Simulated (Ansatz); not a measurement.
## Run report: C2H8AlN, nudged elastic band (part 2 of 2)

Continued. System: C2H8AlN. Method: RHF/STO-3G (Ansatz 0.2.0). It belongs to a series of runs on one base structure; here: band between the two ends.

Geometry of the input (Å):
```
C  -1.1647  1.0398  0.0717
C  0.1702  0.7855  0.8058
Al 1.1705  -0.7228  0.2072
N  0.5502  -1.6900  -1.0669
H  -1.8402  0.1940  0.1720
H  -1.6799  1.9138  0.4635
H  -1.0079  1.2061  -0.9912
H  0.7762  1.6834  0.7215
H  -0.0437  0.6853  1.8664
H  2.4672  -1.0990  0.7965
H  -0.3269  -1.5411  -1.5569
H  1.0060  -2.5103  -1.4556
```

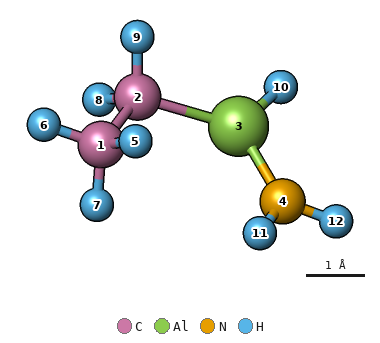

*The input geometry (ball-and-stick view, seen at a tilt; atoms are numbered from 1 in the order of the input). Sticks mark near contacts.*

```
Total energy: -10129.67734273 eV, -372.2587762035 hartree
Atom 0 at    -1.119978     1.245353     0.090699 Å, force    -0.000980    -0.003858    -0.002156 eV/Å
Atom 1 at     0.086050     0.681826     0.876296 Å, force    -0.000141     0.001833    -0.000287 eV/Å
Atom 2 at     1.120146    -0.588829    -0.093586 Å, force    -0.004854     0.005008    -0.007501 eV/Å
Atom 3 at     0.287397    -1.957809    -0.871194 Å, force    -0.001306    -0.004233     0.008696 eV/Å
Atom 4 at    -1.785841     0.448807    -0.231332 Å, force     0.000146    -0.000330     0.000216 eV/Å
Atom 5 at    -1.703766     1.937870     0.692311 Å, force    -0.000170     0.000202     0.002150 eV/Å
Atom 6 at    -0.799500     1.783408    -0.798435 Å, force    -0.000313    -0.000445    -0.000009 eV/Å
Atom 7 at     0.698176     1.515657     1.205558 Å, force     0.001050     0.000507    -0.000638 eV/Å
Atom 8 at    -0.297661     0.221561     1.782880 Å, force     0.001939     0.001392     0.001840 eV/Å
Atom 9 at     2.586495    -0.451775    -0.195985 Å, force     0.003038    -0.002761     0.004071 eV/Å
Atom 10 at     0.416607    -2.011744    -1.887607 Å, force     0.004397     0.004042    -0.003410 eV/Å
Atom 11 at     0.588873    -2.879525    -0.535605 Å, force    -0.002806    -0.001357    -0.002971 eV/Å
Dipole moment:     0.320055    -0.060540    -0.042427 e Å
this run last wrote the band of iteration 13 to [file]; this run last wrote the band within `neb.f_tol` of iteration 12 to [file]
```

**The last band as extended XYZ (Å, eV, eV/Å)**
```
12
Properties=species:S:1:pos:R:3:forces:R:3 image=0 energy=-10130.16839
C    -1.1647    1.0398    0.0717    0.0005  -0.0010   0.0000
C     0.1702    0.7855    0.8058   -0.0013   0.0003  -0.0004
Al    1.1705   -0.7228    0.2072    0.0001   0.0011  -0.0002
N     0.5502   -1.6900   -1.0669   -0.0002   0.0002  -0.0001
H    -1.8402    0.1940    0.1720    0.0002   0.0008  -0.0002
H    -1.6799    1.9138    0.4635    0.0002  -0.0004   0.0000
H    -1.0079    1.2061   -0.9912   -0.0001   0.0001   0.0009
H     0.7762    1.6834    0.7215    0.0001  -0.0008  -0.0001
H    -0.0437    0.6853    1.8664    0.0007  -0.0001  -0.0004
H     2.4672   -1.0990    0.7965   -0.0020   0.0005  -0.0005
H    -0.3269   -1.5411   -1.5569    0.0034  -0.0003   0.0018
H     1.0060   -2.5103   -1.4556   -0.0016  -0.0005  -0.0010
12
Properties=species:S:1:pos:R:3:forces:R:3 image=1 energy=-10130.16460
C    -1.1222    1.1088    0.0193    0.0006  -0.0012  -0.0018
C     0.1316    0.7393    0.8426   -0.0012  -0.0010   0.0032
Al    1.2041   -0.6675    0.1317    0.0007   0.0031  -0.0036
N     0.5069   -1.7778   -0.9751    0.0008  -0.0010  -0.0012
H    -1.7930    0.2600   -0.0860   -0.0003  -0.0015   0.0029
H    -1.6876    1.9122    0.4860    0.0007   0.0000  -0.0006
H    -0.8571    1.4397   -0.9819   -0.0017  -0.0030  -0.0014
H     0.7302    1.6372    0.9651    0.0005   0.0008  -0.0017
H    -0.1945    0.4744    1.8451    0.0015   0.0023   0.0011
H     2.6169   -0.8567    0.5034   -0.0010  -0.0033   0.0047
H    -0.4493   -1.7613   -1.3170   -0.0001   0.0033  -0.0002
H     0.9911   -2.5636   -1.3993   -0.0006   0.0014  -0.0016
12
Properties=species:S:1:pos:R:3:forces:R:3 image=2 energy=-10130.14072
C    -1.1042    1.2179    0.0065    0.0078  -0.0012  -0.0131
C     0.0841    0.6900    0.8407   -0.0054  -0.0053   0.0055
Al    1.2012   -0.6224    0.0234    0.0104  -0.0064   0.0102
N     0.5149   -1.9078   -0.8846    0.0174   0.0280  -0.0175
H    -1.7650    0.4126   -0.3041    0.0065  -0.0126  -0.0034
H    -1.7034    1.9277    0.5726    0.0016  -0.0040  -0.0155
H    -0.7653    1.7280   -0.8918    0.0030  -0.0137  -0.0138
H     0.6801    1.5432    1.1504   -0.0049   0.0053  -0.0051
H    -0.3205    0.2743    1.7602    0.0017   0.0057   0.0022
H     2.6649   -0.6207    0.1893    0.0075  -0.0207   0.0385
H    -0.4445   -1.9853   -1.2068   -0.0707  -0.0122   0.0958
H     1.0347   -2.7127   -1.2217    0.0251   0.0372  -0.0839
12
Properties=species:S:1:pos:R:3:forces:R:3 image=3 energy=-10129.85029
C    -1.1218    1.2525    0.0512    0.0020   0.0180  -0.0069
C     0.0812    0.6922    0.8402   -0.0092   0.0005  -0.0165
Al    1.1573   -0.6119   -0.0382    0.0178  -0.0289   0.0284
N     0.4139   -2.0004   -0.7983    0.0934   0.0043   0.0314
H    -1.7891    0.4577   -0.2719    0.0001  -0.0076  -0.0094
H    -1.7067    1.9438    0.6539    0.0016  -0.0069  -0.0247
H    -0.7986    1.7924   -0.8354   -0.0109  -0.0020  -0.0225
H     0.6892    1.5278    1.1730   -0.0074   0.0138  -0.0300
H    -0.3080    0.2391    1.7495    0.0109   0.0158  -0.0168
H     2.6290   -0.5356    0.0163    0.0166  -0.0546   0.1242
H    -0.1030   -1.9368   -1.6731   -0.2769   0.0443   0.1164
H     0.9335   -2.8759   -0.8331    0.1621   0.0031  -0.1736
12
Properties=species:S:1:pos:R:3:forces:R:3 image=4 energy=-10129.67734
C    -1.1200    1.2454    0.0907   -0.0010  -0.0039  -0.0022
C     0.0861    0.6818    0.8763   -0.0001   0.0018  -0.0003
Al    1.1201   -0.5888   -0.0936   -0.0049   0.0050  -0.0075
N     0.2874   -1.9578   -0.8712   -0.0013  -0.0042   0.0087
H    -1.7858    0.4488   -0.2313    0.0001  -0.0003   0.0002
H    -1.7038    1.9379    0.6923   -0.0002   0.0002   0.0022
H    -0.7995    1.7834   -0.7984   -0.0003  -0.0004   0.0000
H     0.6982    1.5157    1.2056    0.0010   0.0005  -0.0006
H    -0.2977    0.2216    1.7829    0.0019   0.0014   0.0018
H     2.5865   -0.4518   -0.1960    0.0030  -0.0028   0.0041
H     0.4166   -2.0117   -1.8876    0.0044   0.0040  -0.0034
H     0.5889   -2.8795   -0.5356   -0.0028  -0.0014  -0.0030
12
Properties=species:S:1:pos:R:3:forces:R:3 image=5 energy=-10129.77927
C    -1.1072    1.2435    0.0950    0.0205  -0.0093   0.0253
C     0.0746    0.6486    0.8984   -0.0115  -0.0249  -0.0006
Al    1.1318   -0.5547   -0.1335    0.0241   0.0178  -0.0117
N     0.3594   -1.9183   -0.9334    0.0144   0.0416  -0.0509
H    -1.7780    0.4635   -0.2557    0.0031  -0.0084   0.0047
H    -1.6937    1.9354    0.6944   -0.0053  -0.0013   0.0129
H    -0.7604    1.7909   -0.7785    0.0084  -0.0011   0.0077
H     0.6808    1.4718    1.2640   -0.0064  -0.0089   0.0196
H    -0.3344    0.1659    1.7809   -0.0004  -0.0261   0.0037
H     2.5741   -0.3173   -0.3327   -0.0069   0.0766  -0.0883
H     0.7261   -2.1976   -1.8439    0.1841  -0.1033   0.0138
H     0.2039   -2.7869   -0.4208   -0.2241   0.0472   0.0639
12
Properties=species:S:1:pos:R:3:forces:R:3 image=6 energy=-10130.03262
C    -1.0963    1.2385    0.0891   -0.0005  -0.0163   0.0174
C     0.0640    0.6185    0.9054    0.0005  -0.0112  -0.0062
Al    1.1631   -0.5291   -0.1495    0.0266   0.0215  -0.0153
N     0.5096   -1.9423   -0.8895    0.0998  -0.0128   0.0175
H    -1.7696    0.4717   -0.2855   -0.0027  -0.0024  -0.0002
H    -1.6880    1.9284    0.6862    0.0025  -0.0142   0.0140
H    -0.7276    1.7943   -0.7704    0.0056  -0.0031   0.0166
H     0.6563    1.4341    1.3094   -0.0052  -0.0245   0.0242
H    -0.3658    0.1105    1.7632   -0.0019  -0.0391  -0.0089
H     2.5724   -0.2090   -0.4328   -0.0026   0.0888  -0.1044
H     0.9412   -2.3956   -1.6894    0.1414  -0.1357   0.0994
H    -0.1823   -2.5751   -0.5022   -0.2634   0.1490  -0.0540
12
Properties=species:S:1:pos:R:3:forces:R:3 image=7 energy=-10130.15903
C    -1.0940    1.2572    0.0778   -0.0022   0.0003   0.0044
C     0.0586    0.5963    0.8696    0.0019   0.0000  -0.0040
Al    1.1986   -0.4994   -0.1963    0.0019  -0.0016   0.0021
N     0.5643   -1.9743   -0.8023    0.0007  -0.0001  -0.0004
H    -1.7324    0.5120   -0.3906    0.0002   0.0001  -0.0005
H    -1.7253    1.8669    0.7197   -0.0013   0.0002  -0.0004
H    -0.7165    1.9044   -0.7104    0.0013   0.0001   0.0011
H     0.6247    1.3850    1.3553   -0.0002  -0.0002  -0.0002
H    -0.3842    0.0130    1.6719   -0.0015  -0.0002  -0.0014
H     2.5905   -0.1523   -0.5312   -0.0002   0.0009  -0.0020
H     1.0669   -2.6356   -1.3871    0.0004  -0.0014   0.0024
H    -0.3743   -2.3285   -0.6425   -0.0009   0.0019  -0.0010
12
Properties=species:S:1:pos:R:3:forces:R:3 image=8 energy=-10130.16011
C    -1.0625    1.3505    0.0635    0.0051   0.0024   0.0005
C    -0.0048    0.5448    0.8543   -0.0053  -0.0017   0.0014
Al    1.1494   -0.4971   -0.2494   -0.0081   0.0012  -0.0031
N     0.6216   -2.0597   -0.7235    0.0143  -0.0015  -0.0031
H    -1.7104    0.6964   -0.5153    0.0048  -0.0012   0.0014
H    -1.6998    1.9338    0.7238   -0.0011   0.0006   0.0002
H    -0.5966    2.0457   -0.6309    0.0001   0.0003  -0.0002
H     0.5672    1.2470    1.4532   -0.0008   0.0009  -0.0016
H    -0.5326   -0.0878    1.5618   -0.0006  -0.0026   0.0006
H     2.4633   -0.0318   -0.7258   -0.0001  -0.0009  -0.0011
H     1.1411   -2.7028   -1.3140   -0.0054   0.0023   0.0032
H    -0.2590   -2.4943   -0.4637   -0.0030   0.0002   0.0018
```

**Summary**

- outcome: converged
- barrier, forward: 0.491 eV
- barrier, backward: 0.483 eV
- hardware: 1 thread of Intel Xeon (Sapphire Rapids), 64 GiB of memory available, shared host
- wall time: 51 s
- peak memory: 0.098 GiB

**Notes**

The order of the saddle point was not checked.
